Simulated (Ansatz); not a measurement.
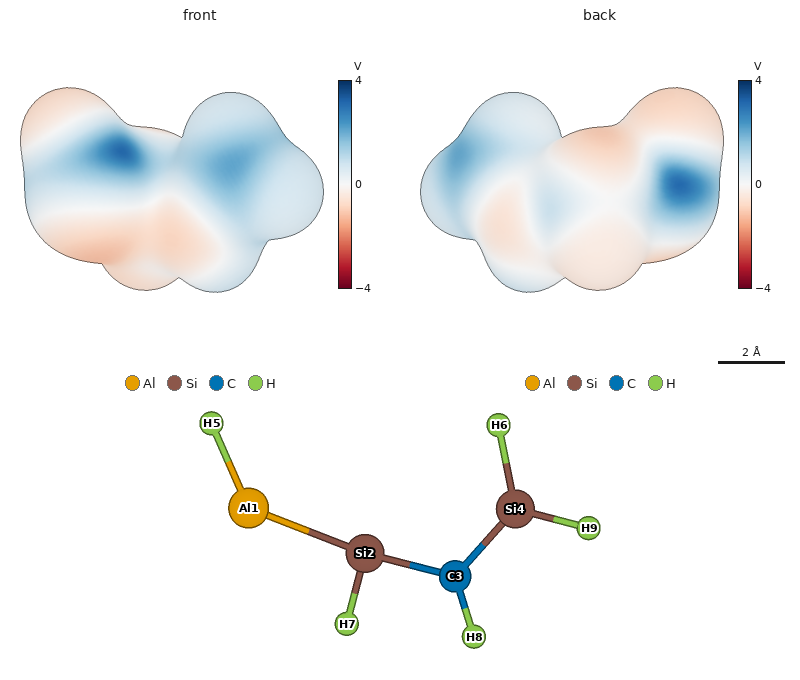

*CH$_{5}$AlSi$_{2}$. The electrostatic potential painted on the density surface at 0.002 e/bohr³, seen from the front and from behind; the colour scale runs from red (negative) to blue (positive). The bare structure is drawn below in the same view.*

The calculation used RHF/def2-SVP (Ansatz 0.2.0).

```xyz
9

Al   -0.9339    1.9270   -1.4973
Si   -1.1074   -0.0062   -0.0391
C     0.1790   -0.3808    1.2430
Si    1.7395   -0.9804    0.9048
H    -0.6859    1.8937   -3.0765
H     2.2415   -1.1828   -0.4640
H    -2.4182    0.0197    0.6793
H    -0.0945   -0.2899    2.2920
H     2.7231   -1.3355    1.9408
```

Which sites attract a positive test charge, and which a negative one?

Answer. A positive charge is drawn to the negative regions and a negative charge to the positive ones. The most negative region (about −1.1 V) lies over H7, the most positive (about +3.0 V) over Al1.
